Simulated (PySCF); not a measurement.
Frequency calculation of RuOH3

The run: frequency calculation of RuOH3, multiplicity 4. Method and program: UKS-based PBE0, Ru def2-TZVP with ECP28, O def2-TZVP, H def2-TZVP; non-relativistic Hamiltonian with a scalar-relativistic core potential; density fitting (PySCF 2.14.0).

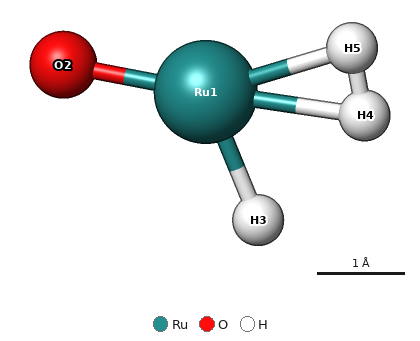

The structure (ball-and-stick view, seen at a tilt; atoms are numbered from 1 in the order of the input). Sticks mark near contacts.

Input file
```python
from pyscf import gto, scf, dft
mol = gto.M(atom='''
Ru    -0.024866     0.186735     0.000000
O      0.158309    -1.504134    -0.000000
H      1.297978     1.131027     0.000000
H     -0.310506     2.053616     0.000000
H     -1.059678     1.727710     0.000000''',
    basis={'Ru': 'def2-TZVP', 'O': 'def2-TZVP', 'H': 'def2-TZVP'},
    ecp={'Ru': 'def2-TZVP'},
    charge=0, spin=3)
mf = dft.UKS(mol, xc='PBE0')
mf.grids.atom_grid = (75, 302)
aux = {'Ru': 'def2-universal-JKFIT', 'O': 'def2-universal-JKFIT', 'H': 'def2-universal-JKFIT'}
mf = mf.density_fit(auxbasis=aux)
mf.conv_tol = 1e-09
mf.diis_space = 10
mf.max_cycle = 60
mf.verbose = 4
mf.kernel()
```

The script is an equivalent of the set-up of the self-consistent field. The run itself was carried out by a driver, which started from the orbitals of the step before it where there was one and computed the further properties.

Launch command:
```bash
OMP_NUM_THREADS=4 python axn.py task.json out
```

What the program printed
```
init E= -171.763050823359
  alpha nocc = 15  HOMO = -0.259027781628307  LUMO = -0.0443826802642988
  beta  nocc = 12  HOMO = -0.255815478806085  LUMO = -0.12211856124448
  HOMO = -0.255815478806  LUMO = -0.122118561244  gap/eV = 3.63808
cycle= 1 E= -171.763050823316  delta_E= 4.38e-11  |g|= 1.22e-05  |ddm|= 8.65e-06
  alpha nocc = 15  HOMO = -0.25902811585274  LUMO = -0.0443822546948667
  beta  nocc = 12  HOMO = -0.255814105905355  LUMO = -0.12211565169601
  HOMO = -0.255814105905  LUMO = -0.122115651696  gap/eV = 3.63812
cycle= 2 E= -171.763050822596  delta_E= 7.19e-10  |g|= 4.56e-05  |ddm|= 2.6e-05
  alpha nocc = 15  HOMO = -0.259027957499866  LUMO = -0.0443826358252615
  beta  nocc = 12  HOMO = -0.255815259234893  LUMO = -0.122117981868383
  HOMO = -0.255815259235  LUMO = -0.122117981868  gap/eV = 3.63809
cycle= 3 E= -171.763050823374  delta_E= -7.77e-10  |g|= 7.24e-07  |ddm|= 2.08e-05
  alpha nocc = 15  HOMO = -0.259027878212088  LUMO = -0.0443825588875093
  beta  nocc = 12  HOMO = -0.255815166205107  LUMO = -0.122117835087618
  HOMO = -0.255815166205  LUMO = -0.122117835088  gap/eV = 3.63809
cycle= 4 E= -171.763050823374  delta_E= -5.68e-14  |g|= 6.2e-07  |ddm|= 1.69e-06
  alpha nocc = 15  HOMO = -0.259028051766235  LUMO = -0.0443826785978239
  beta  nocc = 12  HOMO = -0.255815300876975  LUMO = -0.122117948033625
  HOMO = -0.255815300877  LUMO = -0.122117948034  gap/eV = 3.63809
Extra cycle  E= -171.763050823375  delta_E= -7.39e-13  |g|= 9.47e-07  |ddm|= 1.91e-06
converged SCF energy = -171.763050823375  <S^2> = 3.7659569  2S+1 = 4.0079705
```

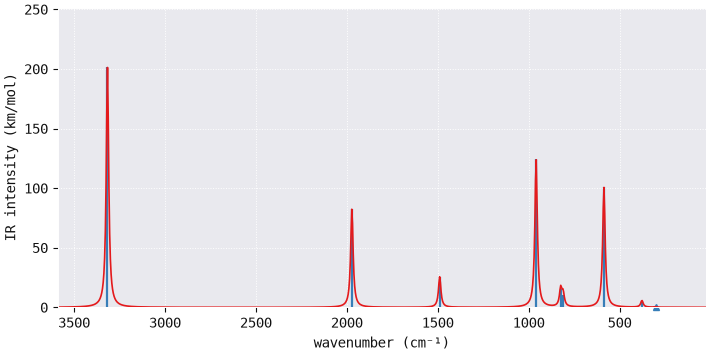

Harmonic infrared spectrum, unscaled: sticks (degenerate modes added up, dark ones marked on the axis) with a Lorentzian envelope of 16 cm⁻¹ full width, scaled to the tallest stick. 9 modes from 301 to 3316 cm⁻¹, none imaginary. The strongest line is at 3316 cm⁻¹ (201 km/mol). All modes, in cm⁻¹ (km/mol): 301 (0.4), 377 (5.6), 586 (101), 811 (10.7), 824 (15.0), 959 (124), 1489 (26), 1972 (83), 3316 (201).

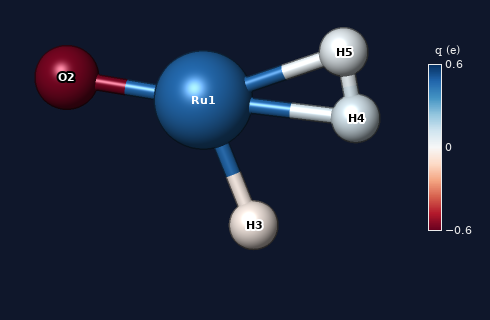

Mulliken charges, as the colour of each atom (ball-and-stick view, seen at a tilt; atoms are numbered from 1 in the order of the input). By element: Ru +0.47, O −0.57 and H −0.05 to +0.10 e.

Summary

- outcome: converged
- total energy: −171.763051 hartree
- ⟨S²⟩: 3.766
- zero-point energy: 0.024230 hartree
- dipole moment: 3.70 D
- wavenumbers, lowest and highest: 301 and 3316 cm⁻¹
- hardware: 4 threads of Arm Neoverse V1, 24 GiB of memory available, shared host
- wall time: 65 s (CPU time 3.3 min)
- peak memory: 1.3 GiB
